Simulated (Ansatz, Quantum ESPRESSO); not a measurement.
# WSi2 [001], C11b: pulling along c

The c axis is held at a set length while the cell relaxes sideways. How do the lateral strain and the stress follow? The strained cell has c along the load; unstrained it is a = 3.2018 Å, b = 3.2018 Å, c = 7.8129 Å, α = 90.00°, β = 90.00°, γ = 90.00°, with 6 atoms.

Calculated with Quantum ESPRESSO 7.5, PBEsol, GBRV 1.5 ultrasoft potentials, cutoff 680 eV, Fermi–Dirac smearing 0.05 eV, k-mesh 14×14×6, no spin polarisation, no spin-orbit coupling.

Relaxed positions at 0 %:

```csv
atom,x,y,z
W,0.0000,0.0000,0.0000
W,0.5000,0.5000,0.5000
Si,0.0000,0.0000,0.3345
Si,0.0000,0.0000,0.6655
Si,0.5000,0.5000,0.8345
Si,0.5000,0.5000,0.1655
```

```
ε_c (%)   a (Å)   c (Å)  ε_a (%)  σ (GPa, tension positive)
     −3  3.2193  7.5785    0.546                     −18.00
     −1  3.2075  7.7348    0.178                      −5.53
      0  3.2018  7.8129    0.000                      −0.01
      1  3.1963  7.8910   −0.171                       5.01
      2  3.1907  7.9692   −0.347                       9.55
      3  3.1851  8.0473   −0.521                      13.63
```

**Question.** Fit both responses and give the free strain and the stress at −2 %, a row left out above.

Least squares with y = y0 + y1 ε + y2 ε² (ε in %) gives ε_a = 0.002 + (−0.1774) ε + (0.0012) ε² and σ = −0.02 + (5.271) ε + (−0.241) ε² GPa. The linear terms put the ratio of free to applied strain at −0.177 and the Young modulus at 527 GPa.

At −2 % the free strain comes out as 0.361 %. The run itself gives 0.360 %, so the estimate misses by 0.001 %, a rounding's worth.

The stress comes out as −11.52 GPa. The run itself gives −11.52 GPa, so the estimate misses by 0.00 GPa, a rounding's worth.

The negative ε² term means that the crystal stiffens in compression and softens in tension.

The same fit over all rows at other levels or in other programs gives the strain ratio = −0.177 with PBEsol (Ansatz) and −0.175 with PBEsol (Quantum ESPRESSO, PseudoDojo).

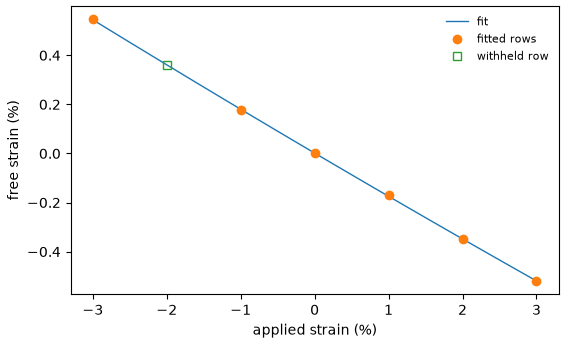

The fitted law, the rows behind it and the withheld row.

[Logs are printed without paths, hosts, clocks, repeated set-up lines and the standing remarks that a program may print on its own settings, such as how far it seeks lower states.]
